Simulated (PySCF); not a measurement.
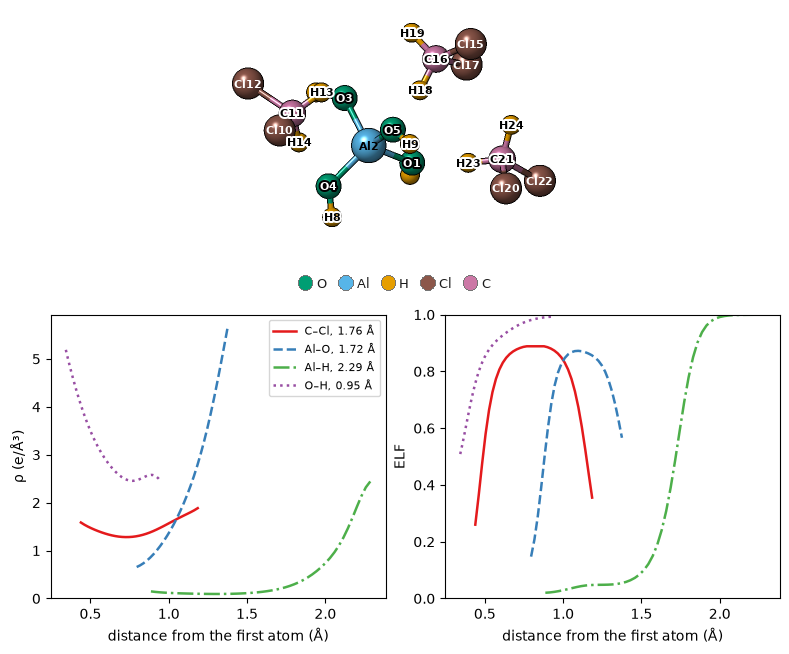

AlH₄O₄···CH₂Cl₂···CH₂Cl₂···CH₂Cl₂ (SMILES [OH][Al-]([OH])([OH])[OH].ClCCl.ClCCl.ClCCl) (charge −1). Total electron density and ELF along straight lines between neighbouring atoms. The curves leave out the atomic cores. The structure is drawn too.

Geometry: GFN2-xTB.

The calculation used PySCF, PBE0-D3(BJ)/def2-SVP, SCF density, gas phase.

```yaml
atoms:
  - { symbol: O, position_ang: [0.3933, 1.1340, -1.2392] }
  - { symbol: Al, position_ang: [0.5734, -0.3056, -0.2645] }
  - { symbol: O, position_ang: [2.1398, -0.9875, -0.4578] }
  - { symbol: O, position_ang: [0.2764, 0.0006, 1.4203] }
  - { symbol: O, position_ang: [-0.4913, -1.4680, -0.9515] }
  - { symbol: H, position_ang: [0.8051, 1.9756, -1.1007] }
  - { symbol: H, position_ang: [2.8558, -1.0978, 0.1499] }
  - { symbol: H, position_ang: [-0.2683, 0.6732, 1.8032] }
  - { symbol: H, position_ang: [-1.4262, -1.5267, -1.0833] }
  - { symbol: Cl, position_ang: [-0.4732, -3.9831, 2.2332] }
  - { symbol: C, position_ang: [0.7734, -3.0266, 1.4457] }
  - { symbol: Cl, position_ang: [2.3598, -3.4910, 2.0372] }
  - { symbol: H, position_ang: [0.7315, -3.2011, 0.3742] }
  - { symbol: H, position_ang: [0.6067, -1.9696, 1.6511] }
  - { symbol: Cl, position_ang: [0.3618, -2.0212, -4.3538] }
  - { symbol: C, position_ang: [1.4840, -1.0736, -3.3893] }
  - { symbol: Cl, position_ang: [1.9896, 0.3599, -4.2690] }
  - { symbol: H, position_ang: [0.9945, -0.7737, -2.4632] }
  - { symbol: H, position_ang: [2.3625, -1.6838, -3.1917] }
  - { symbol: Cl, position_ang: [-3.1615, 0.4902, -2.9235] }
  - { symbol: C, position_ang: [-1.5596, 0.9941, -3.4612] }
  - { symbol: Cl, position_ang: [-1.6383, 2.5759, -4.2413] }
  - { symbol: H, position_ang: [-0.8930, 1.0598, -2.5847] }
  - { symbol: H, position_ang: [-1.2118, 0.2734, -4.2000] }
```

**What can be read from the curves?**

C–Cl (1.76 Å): ρ is about 1.4 e/Å³ halfway; the ELF peaks at about 0.90 between the atoms: a covalent bond.
Al–O (1.72 Å): ρ at the midpoint is about 0.79 e/Å³; the ELF peaks at about 0.85 in the valence shell of O, 0.6 Å from its nucleus, and is about 0.40 at the midpoint.
Al2···H18 (2.29 Å): the density falls to about 0.09 e/Å³ on the way; the ELF climbs to about 1 towards the hydrogen.
O–H (0.95 Å): ρ is about 3.7 e/Å³ halfway; the ELF climbs to about 1 towards the hydrogen: a covalent bond by its length.
